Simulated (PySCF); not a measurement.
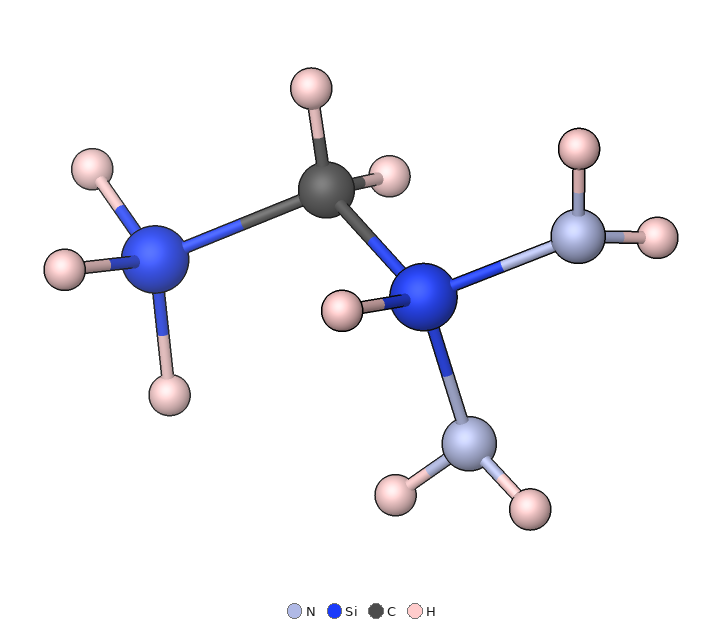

A ball-and-stick model of a molecule. Every bond is drawn as one stick, whatever its order.

Computed geometry: GFN2-xTB optimisation. No frequency run is at hand to confirm it as a minimum.

Give the formula.

CH10N2Si2, 15 atoms: 1 carbon, 10 hydrogen, 2 nitrogen and 2 silicon.

Does it have rings?

It has no ring.

Name some functional groups or characteristic bonds that it holds.

Among them: Si–H bond, Si–N bond.

Which point group does it belong to?

C1.

Count the bonded pairs by element.

4 N–H, 4 Si–H, 2 N–Si, 2 C–Si, 2 C–H.

More results for the same structure follow; atom numbers are the same in all pictures, views and colours differ.

### Geometry

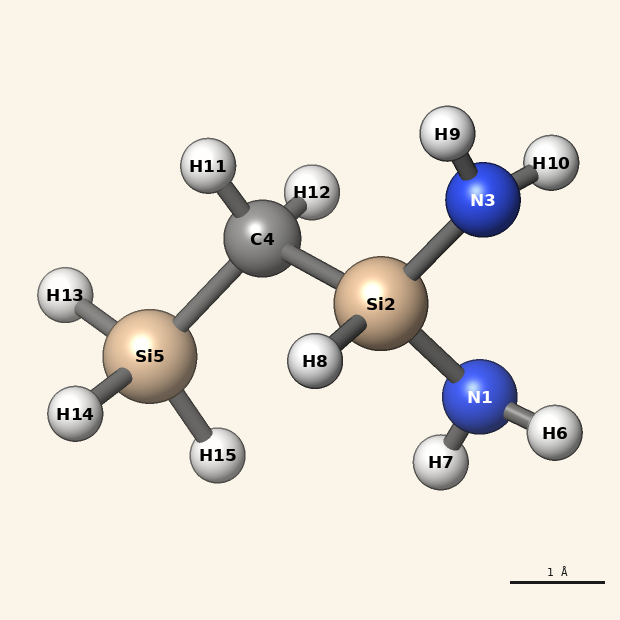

No frequency run is at hand to confirm it as a minimum.

List the bonds and their lengths.

```
   bond  length (Å)   order
 N1–Si2       1.725  single
  N1–H6       1.007  single
  N1–H7       1.006  single
 Si2–N3       1.729  single
 Si2–C4       1.905  single
 Si2–H8       1.471  single
  N3–H9       1.006  single
 N3–H10       1.007  single
 C4–Si5       1.892  single
 C4–H11       1.091  single
 C4–H12       1.091  single
Si5–H13       1.468  single
Si5–H14       1.466  single
Si5–H15       1.468  single
```

### Electronic properties

No frequency run is at hand to confirm it as a minimum. Level of theory: PBE0/def2-SVPD, gas phase (PySCF 2.14.0). Excitations: vertical, linear response.

Estimate the LUMO energy (Kohn–Sham orbital).

0.40 eV.

Give the HOMO energy (Kohn–Sham orbital) at this level.

−7.22 eV.

What is the dipole moment?

0.85 D.

What is the lowest vertical singlet excitation?

6.51 eV.

### NMR shielding

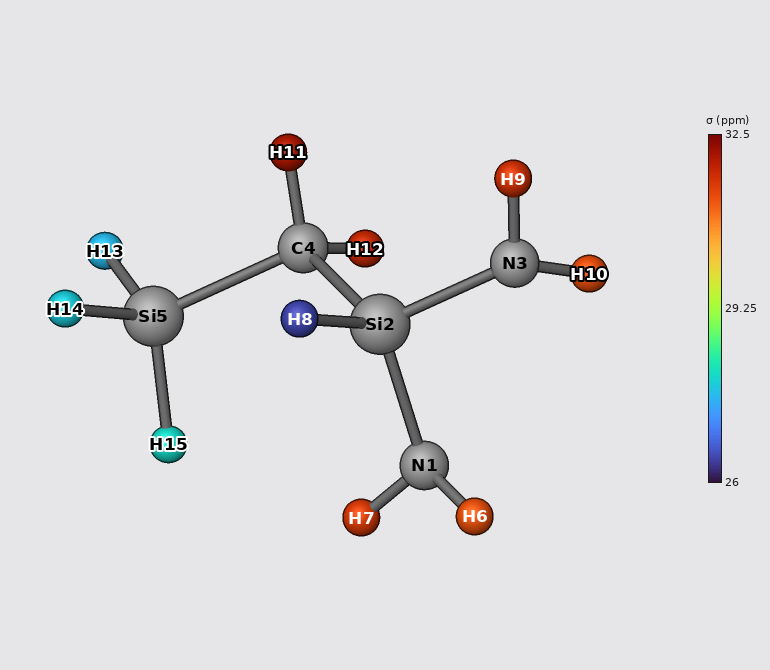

Atoms are coloured by their isotropic NMR shieldings (H only, the others grey). No frequency run is at hand to confirm it as a minimum. Method: GIAO PBE0/pcSseg-1 NMR shielding, non-relativistic, gas phase (PySCF 2.14.0).

Which H atom is the most shielded (lowest chemical shift)?

H11 (32.07 ppm).

Which H atom is the least shielded (highest chemical shift)?

H8 (26.49 ppm).

How wide is the range of H shifts?

5.58 ppm.

Give the isotropic NMR shieldings of the H atoms atom by atom.

```tsv
atom	σ (ppm)
H6	31.26
H7	31.53
H8	26.49
H9	31.65
H10	31.30
H11	32.07
H12	31.78
H13	27.64
H14	27.81
H15	27.99
```

### Polarisability

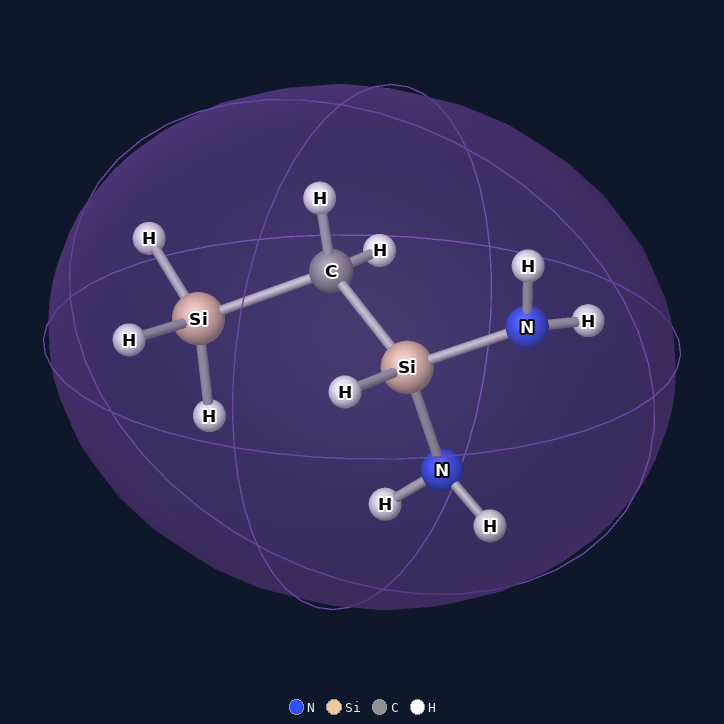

The ellipsoid shows the static dipole polarisability: its half-axes are proportional to the principal values. No frequency run is at hand to confirm it as a minimum. Level of theory: PBE0/def2-SVPD (PySCF 2.14.0).

How large and how anisotropic is the polarisability?

Principal values 73.7, 77.5, 98.2 bohr³; mean 83.1 bohr³ (12.32 Å³); anisotropy 22.8 bohr³, so the longest axis is 1.33 times the shortest.

The geometry is semi-empirical. Around Si such bond lengths and angles can be off by a tenth of an ångström or more and by several degrees, and values that hang on the shape move with them.
